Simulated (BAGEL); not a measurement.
# UHF/ANO-RCC-VDZP (density fitting with tzvpp-jkfit, max step 0.05) run of AlClF (SMILES [F][Al][Cl])

What is the adiabatic ionisation energy of AlClF at UHF/ANO-RCC-VDZP (density fitting with tzvpp-jkfit, max step 0.05)? 

The calculation is run with BAGEL 1.2.2.

## 1. The system as given

AlClF has 3 atoms, charge 0, and is taken as a doublet. SMILES: `[F][Al][Cl]`. The shape comes from a force field and isn't a relaxed structure. The run starts from this shape.

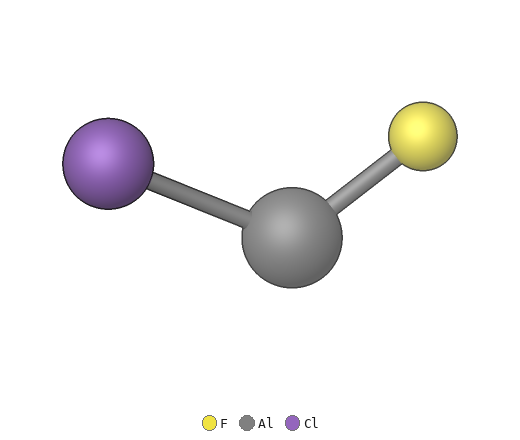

Viewed from a chosen angle; fluorine yellow, aluminium grey, chlorine purple.

## 2. A structure relaxation at UHF/ANO-RCC-VDZP (density fitting with tzvpp-jkfit, max step 0.05)

Contents of calc.json:

```json
{ "bagel" : [

{
  "title" : "molecule",
  "basis" : "ano-rcc-vdzp.json",
  "df_basis" : "tzvpp-jkfit",
  "angstrom" : "true",
  "geometry" : [
    { "atom" : "F", "xyz" : [   -1.052300,    1.155700,   -0.458800 ] },
    { "atom" : "Al", "xyz" : [   -0.432400,   -0.462500,   -0.283900 ] },
    { "atom" : "Cl", "xyz" : [    1.473700,   -0.758000,    0.729500 ] }
  ]
},
{
  "title" : "optimize",
  "algorithm" : "rfo",
  "internal" : "false",
  "maxstep" : 0.05,
  "maxiter" : 40,
  "method" : [
    {
      "title" : "uhf",
      "nopen" : 1
    }
  ]
}

]}
```

The basis set ANO-RCC-VDZP is read from a file made from the Basis Set Exchange's data (not shown).

On the command line:

```
BAGEL_NUM_THREADS=1 BAGEL calc.json > calc.out
```

Log:

```text
* using 1 threads per process

  ===============================================================
  ===============================================================

  *** Geometry ***

  { "atom" : "F", "xyz" : [     -1.988559,      2.183956,     -0.867006 ] },
  { "atom" : "Al", "xyz" : [     -0.817118,     -0.873998,     -0.536493 ] },
  { "atom" : "Cl", "xyz" : [      2.784889,     -1.432412,      1.378555 ] },

  Number of auxiliary basis functions:      333

  Since a DF basis is specified, we compute 2- and 3-index integrals:
    o Being stored without compression. Storage requirement is 0.007 GB

  Number of basis functions:       50
  Number of electrons      :       39

    * METHOD: MOLECULE                             0.11

    * Use approximate Hessian for optimization

  *** Open-shell HF ***

  === Nuclear Repulsion ===
   113.1437652457

      * DIIS with orbital gradients will be used.

  === UHF iteration (ano-rcc-vdzp.json) ===
      0       -800.30016079          0.06254351           0.03
      1       -800.39440194          0.05556088           0.02
      2       -800.45995875          0.03813688           0.02
      3       -800.52526385          0.00153134           0.02
      4       -800.52620112          0.00067052           0.02
      5       -800.52642373          0.00022969           0.02
      6       -800.52647081          0.00006265           0.02
      7       -800.52647618          0.00001813           0.02
      8       -800.52647700          0.00000905           0.02
      9       -800.52647723          0.00000362           0.02
     10       -800.52647726          0.00000110           0.02
     11       -800.52647727          0.00000046           0.02
     12       -800.52647727          0.00000021           0.02
     13       -800.52647727          0.00000008           0.03
     14       -800.52647727          0.00000004           0.03
     15       -800.52647727          0.00000002           0.02
     16       -800.52647727          0.00000001           0.03
    * SCF iteration converged.

    * S^2 (UHF) is 0.7532

    * Permanent dipole moment:
           (    0.348524,     0.889142,     0.281143) a.u.

  * Gradient computed with                              1.05

  === Convergence status ===

                         Maximum     Tolerance   Converged?
  * Gradient            0.032414      0.000010           No
  * Displacement        0.032337      0.000040           No
  * Energy change    -800.526477      0.000001           No

  *** Geometry optimization started ***
     iter         energy               grad rms       time

      1       -800.52647727          0.01627256        1.53
      2       -800.52845409          0.01076203        1.48
      3       -800.52957652          0.00556814        1.49
      4       -800.53000605          0.00354265        1.47
      5       -800.53010207          0.00257543        1.37
      6       -800.53021919          0.00184845        1.43
      7       -800.53038895          0.00251687        1.42
      8       -800.53047934          0.00060567        1.44
      9       -800.53048805          0.00003090        1.43
     10       -800.53048807          0.00000043        1.30

  *** Geometry ***

  { "atom" : "F", "xyz" : [     -1.859088,      2.047964,     -0.809952 ] },
  { "atom" : "Al", "xyz" : [     -0.803825,     -0.899378,     -0.531796 ] },
  { "atom" : "Cl", "xyz" : [      2.706181,     -1.341008,      1.344757 ] },

    * METHOD: OPTIMIZE                            14.38

  ===============================================================
```

Run time: 15 s. Hardware: 1 thread of Intel Xeon 6975P-C (Granite Rapids), shared host.

The path in brief:

```csv
step,energy from the first frame kept (eV),largest force (eV/Å)
0,0.0000,1.8375
1,-0.0538,1.1900
2,-0.0843,0.5927
3,-0.0960,0.3922
4,-0.0986,0.2850
5,-0.1018,0.2121
6,-0.1064,0.2758
7,-0.1089,0.0661
8,-0.1091,0.0036
9,-0.1091,0.0000
```

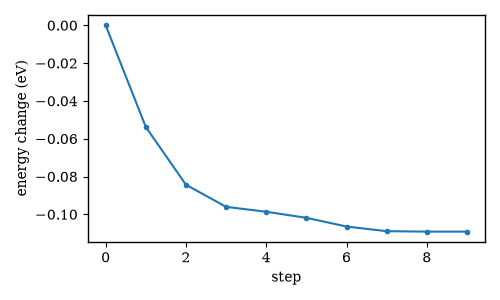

Energy along the run.

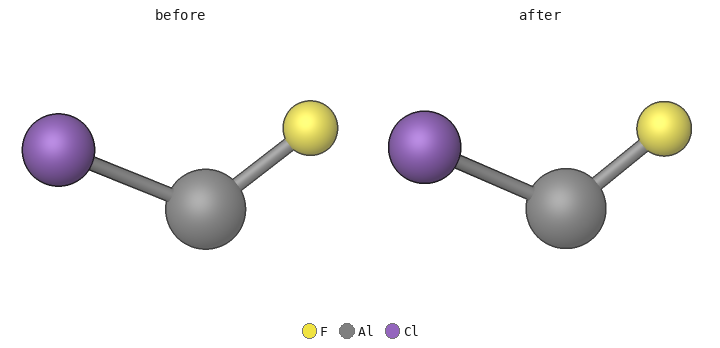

Before and after, at one scale.

After the run. Bond lengths: F1–Al2 1.663 Å, Al2–Cl3 2.119 Å. Angles: F1–Al2–Cl3 116.1°.

## 3. The singlet cation at the same level

Contents of input.json:

```json
{ "bagel": [

{
  "title": "molecule",
  "basis": "ano-rcc-vdzp.json",
  "df_basis": "tzvpp-jkfit",
  "angstrom": true,
  "geometry": [
    { "atom": "F", "xyz": [   -1.052300,    1.155700,   -0.458800 ] },
    { "atom": "Al", "xyz": [   -0.432400,   -0.462500,   -0.283900 ] },
    { "atom": "Cl", "xyz": [    1.473700,   -0.758000,    0.729500 ] }
  ]
},
{
  "title": "optimize",
  "algorithm": "rfo",
  "internal": false,
  "maxstep": 0.05,
  "maxiter": 40,
  "method": [
    { "title": "hf", "charge": 1 }
  ]
}

]}
```

The basis set ANO-RCC-VDZP is read from a file made from the Basis Set Exchange's data (not shown).

On the command line:

```
BAGEL_NUM_THREADS=1 BAGEL input.json > input.out
```

Log:

```text
* using 1 threads per process

  ===============================================================
  ===============================================================

  *** Geometry ***

  { "atom" : "F", "xyz" : [     -1.988559,      2.183956,     -0.867006 ] },
  { "atom" : "Al", "xyz" : [     -0.817118,     -0.873998,     -0.536493 ] },
  { "atom" : "Cl", "xyz" : [      2.784889,     -1.432412,      1.378555 ] },

  Number of auxiliary basis functions:      333

  Since a DF basis is specified, we compute 2- and 3-index integrals:
    o Being stored without compression. Storage requirement is 0.007 GB

  Number of basis functions:       50
  Number of electrons      :       39

    * METHOD: MOLECULE                             0.13

    * Use approximate Hessian for optimization

  *** RHF ***

  === Nuclear Repulsion ===
   113.1437652457

      * DIIS with orbital gradients will be used.

  === RHF iteration (ano-rcc-vdzp.json) ===
      0       -799.96498612          0.03177245           0.02
      1       -800.03876679          0.02879779           0.02
      2       -800.16980319          0.00193719           0.02
      3       -800.17092840          0.00068419           0.01
      4       -800.17114661          0.00017680           0.01
      5       -800.17117655          0.00007452           0.01
      6       -800.17118501          0.00003689           0.01
      7       -800.17118748          0.00000937           0.01
      8       -800.17118762          0.00000382           0.01
      9       -800.17118764          0.00000188           0.01
     10       -800.17118764          0.00000050           0.01
     11       -800.17118764          0.00000018           0.01
     12       -800.17118764          0.00000007           0.01
     13       -800.17118764          0.00000003           0.01
     14       -800.17118764          0.00000002           0.01
     15       -800.17118764          0.00000001           0.01
    * SCF iteration converged.

    * Permanent dipole moment:
           (    1.430976,     2.033089,     0.989943) a.u.

  * Nuclear energy gradient

    o Atom   0
        x         -0.0111672184
        y          0.0703789177
        z          0.0010388598
    o Atom   1
        x         -0.0346970943
        y         -0.0766767239
        z         -0.0267856915
    o Atom   2
        x          0.0458643128
        y          0.0062978062
        z          0.0257468316
  * Gradient computed with                              1.11

  === Convergence status ===

                         Maximum     Tolerance   Converged?
  * Gradient            0.076677      0.000010           No
  * Displacement        0.026727      0.000040           No
  * Energy change    -800.171188      0.000001           No

  *** Geometry optimization started ***
     iter         energy               grad rms       time

      1       -800.17118764          0.04174760        1.42
      2       -800.17642323          0.03817409        1.28
      3       -800.18111463          0.03447479        1.27
      4       -800.18999505          0.02564612        1.35
      5       -800.19989675          0.01209892        1.21
      6       -800.20190042          0.01192609        1.18
      7       -800.20739332          0.01891737        1.23
      8       -800.21231346          0.01411784        1.21
      9       -800.21494819          0.00630174        1.20
     10       -800.21625678          0.00603063        1.19
     11       -800.21862190          0.00392425        1.24
     12       -800.21996317          0.00178643        1.23
     13       -800.22032181          0.00132397        1.20
     14       -800.22031660          0.00164090        1.18
     15       -800.22035245          0.00003774        1.19
     16       -800.22035249          0.00000643        1.15

  *** Geometry ***

  { "atom" : "F", "xyz" : [     -2.139368,      2.342337,     -0.933467 ] },
  { "atom" : "Al", "xyz" : [     -0.143081,      0.245494,     -0.053751 ] },
  { "atom" : "Cl", "xyz" : [      2.349290,     -2.372343,      1.044585 ] },

    * METHOD: OPTIMIZE                            19.74

  ===============================================================
```

Run time: 20 s. Hardware: 1 thread of Intel Xeon 6975P-C (Granite Rapids), shared host.

Steps, from the record of the run:

```csv
step,energy from the first frame kept (eV),largest force (eV/Å)
0,0.0000,4.5417
1,-0.1425,4.1848
2,-0.2701,3.8207
3,-0.5118,2.9695
4,-0.7812,1.3554
5,-0.8357,1.3203
6,-0.9852,1.9984
7,-1.1191,1.5413
8,-1.1908,0.7852
9,-1.2264,0.7116
10,-1.2908,0.4474
11,-1.3272,0.1988
12,-1.3370,0.1564
13,-1.3369,0.1935
14,-1.3378,0.0041
15,-1.3378,0.0008
```

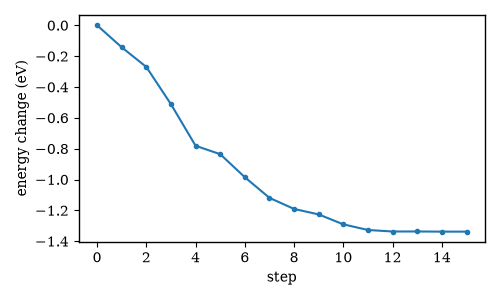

Energy along the run.

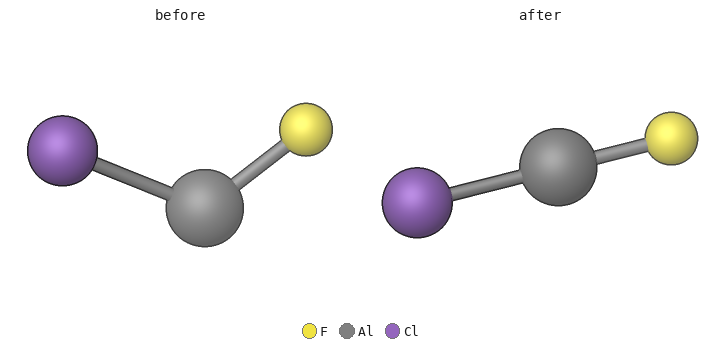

Before and after, at one scale.

After the run. Bond lengths: F1–Al2 1.601 Å, Al2–Cl3 1.999 Å. Angles: F1–Al2–Cl3 180.0°.

## 4. Summary of results

Level: UHF/ANO-RCC-VDZP (density fitting with tzvpp-jkfit, max step 0.05).

| quantity | value |
| --- | --- |
| doublet AlClF: total energy at the end | -800.53049 Eh |
| singlet cation: total energy at the end | -800.22035 Eh |
| adiabatic ionisation energy (to the singlet cation, no zero-point term) | 8.439 eV |

**Reading.** The adiabatic ionisation energy (to the singlet cation, no zero-point term) is 8.44 eV (195 kcal/mol). The optimisation (doublet AlClF) took 10 steps and changed the energy by -0.109 eV. The basis (doublet AlClF) was made for a relativistic Hamiltonian, but the run is non-relativistic. The optimisation (singlet cation) took 16 steps and changed the energy by -1.338 eV. The basis (singlet cation) was made for a relativistic Hamiltonian, but the run is non-relativistic.
